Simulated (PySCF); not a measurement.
## Electronic structure of C$_{4}$H$_{11}$NSi$_{2}$ (SMILES C=N/C(=C\[SiH3])C[SiH3]) in real space

```yaml
atoms:
  - { symbol: C, position_ang: [-1.4724, 1.0940, 1.3089] }
  - { symbol: N, position_ang: [-0.3286, 0.6715, 1.0203] }
  - { symbol: C, position_ang: [0.0721, 0.3079, -0.2482] }
  - { symbol: C, position_ang: [-0.5913, -0.5701, -1.0176] }
  - { symbol: Si, position_ang: [-2.2033, -1.4432, -0.6527] }
  - { symbol: C, position_ang: [1.4181, 0.8562, -0.5898] }
  - { symbol: Si, position_ang: [2.7466, 0.0903, 0.5508] }
  - { symbol: H, position_ang: [-1.6966, 1.3034, 2.3456] }
  - { symbol: H, position_ang: [-2.2598, 1.2869, 0.5757] }
  - { symbol: H, position_ang: [-0.1030, -0.8472, -1.9447] }
  - { symbol: H, position_ang: [-2.1274, -2.8018, -1.1982] }
  - { symbol: H, position_ang: [-2.4698, -1.5071, 0.7870] }
  - { symbol: H, position_ang: [-3.3183, -0.7427, -1.3073] }
  - { symbol: H, position_ang: [1.4169, 1.9387, -0.4498] }
  - { symbol: H, position_ang: [1.6466, 0.6560, -1.6359] }
  - { symbol: H, position_ang: [4.0503, 0.5902, 0.0991] }
  - { symbol: H, position_ang: [2.5046, 0.4898, 1.9332] }
  - { symbol: H, position_ang: [2.7066, -1.3663, 0.4117] }
```

Geometry: GFN2-xTB.

Computed with PBE0/pcSseg-1, SCF density, gas phase, non-relativistic in PySCF.

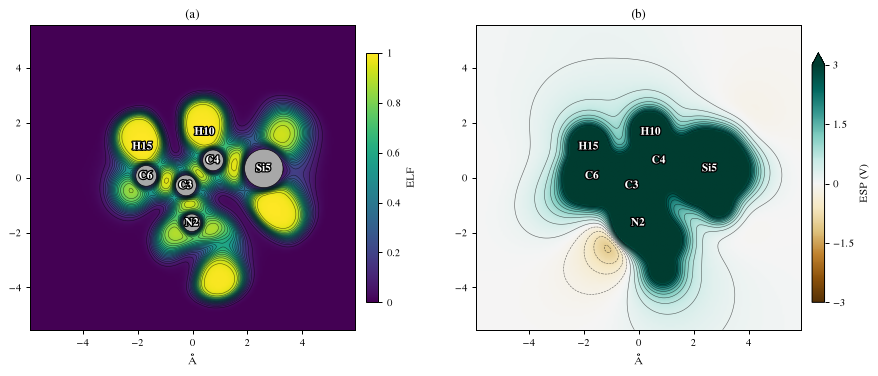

Figure 1. (a) electron localisation function; (b) electrostatic potential on the plane of atoms C3, C4 and Si5. Grey discs cover the atomic cores in the ELF map.

What do the fields say about this system?

- Atoms in the plane: N, C, Si and H.
- C–C (1.34 Å): the ELF peaks at about 0.90 between the atoms; a short, multiple covalent bond.
- C–Si (1.87 Å): the ELF peaks at about 0.95 between the atoms: a shared electron pair.
- C–H (1.08 Å): the ELF climbs to about 1 towards the hydrogen, as it does in any bond to H: an ordinary covalent bond to hydrogen.
- C–N (1.38 Å): the ELF peaks at about 0.95 between the atoms: localised, covalent bonding.
- C–C (1.49 Å): the ELF peaks at about 0.95 between the atoms, as expected for localised, covalent bonding.
- The ELF also peaks beside N2, away from the bonds: lone-pair regions.
- Outside the dense part of the molecule the potential is most negative (−1.0 V) near N2.

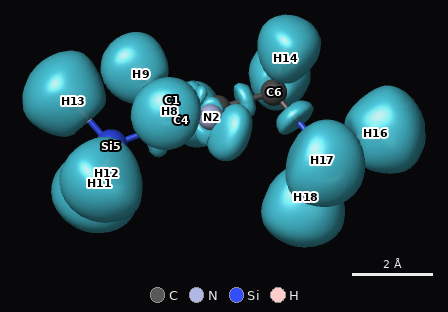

Figure 2. Isosurface of the electron localisation function at 0.85 (cyan), seen from one side. Only the valence region is drawn (cores and ρ < 0.01 e/Å³ removed).

Describe the localisation domains.

The surface consists of two regions between bonded C–C atoms (shared pairs), two regions between bonded C–N atoms (shared pairs), two regions between bonded C–Si atoms (shared pairs), eleven regions around hydrogen nuclei and one lobe on N, pointing away from the bonds (lone pairs). Along the contacts the grid gives the following. C–N (1.25 Å): the ELF peaks at about 0.90 between the atoms (a multiple bond).

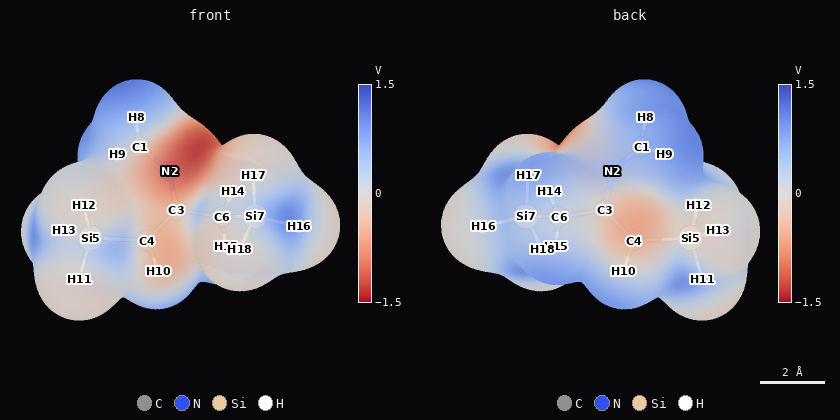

Figure 3. The molecular electrostatic potential painted on the density surface at 0.002 e/bohr³, seen from the front and from behind; red is negative and blue positive.

Describe the electrostatic potential map.

The most negative region (about −1.3 V, or −30 kcal/mol for a unit charge) lies over N2, the most positive (about +1.1 V, or +25 kcal/mol for a unit charge) over Si7, H8 and H9. N2 is the likeliest acceptor of a hydrogen bond.

What dipole moment does the calculation give?

Its dipole moment is 1.34 D.
